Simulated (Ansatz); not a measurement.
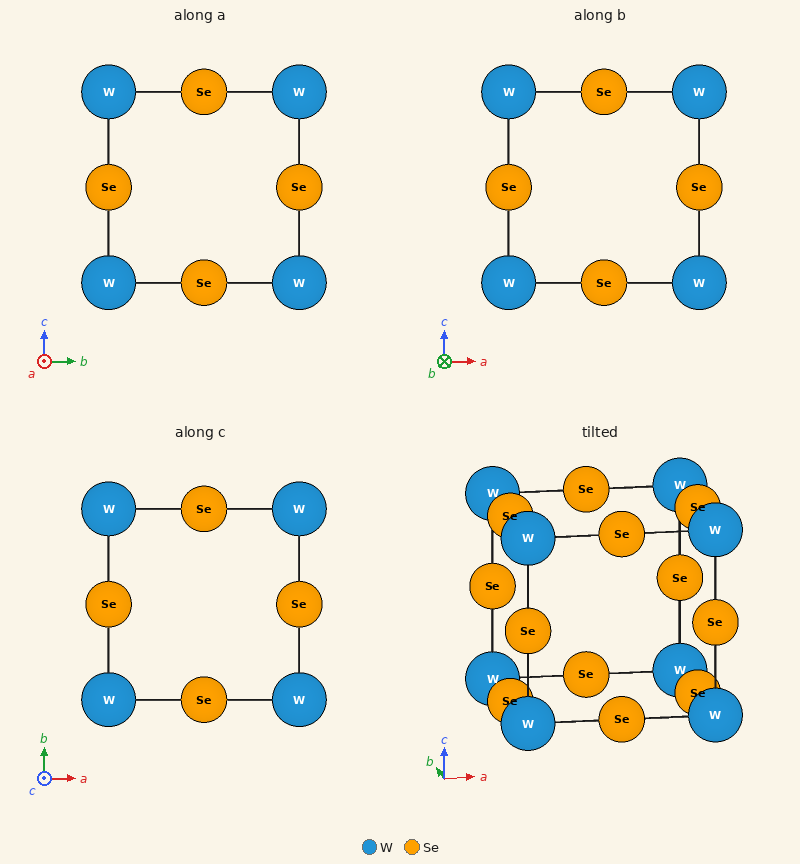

We look at a spheres-only model of the crystal along the a axis, along the b axis, along the c axis and slightly off an axis. Thin lines show the conventional unit cell, with boundary atoms drawn in all their periodic places.

Lattice parameters: a = 4.9476 Å, b = 4.9476 Å, c = 4.9476 Å, α = 90.000°, β = 90.000°, γ = 90.000°.

### Give the structure in the form of a CIF with its space group and independent sites.

```cif
data_structure
_symmetry_space_group_name_H-M 'P m -3 m'
_symmetry_Int_Tables_number 221
_cell_length_a 4.9476
_cell_length_b 4.9476
_cell_length_c 4.9476
_cell_angle_alpha 90.000
_cell_angle_beta 90.000
_cell_angle_gamma 90.000
_cell_volume 121.11
loop_
_atom_site_label
_atom_site_type_symbol
_atom_site_symmetry_multiplicity
_atom_site_Wyckoff_symbol
_atom_site_fract_x
_atom_site_fract_y
_atom_site_fract_z
_atom_site_occupancy
W1 W 1 a 0.0000 0.0000 0.0000 1
Se1 Se 3 d 0.0000 0.0000 0.5000 1
```

Provenance: a structure type filled with these elements by a generator (whether the compound takes this form wasn't checked). Earlier steps of the study may have refined or changed the cell and positions. It was run through Ansatz as a DFT input.
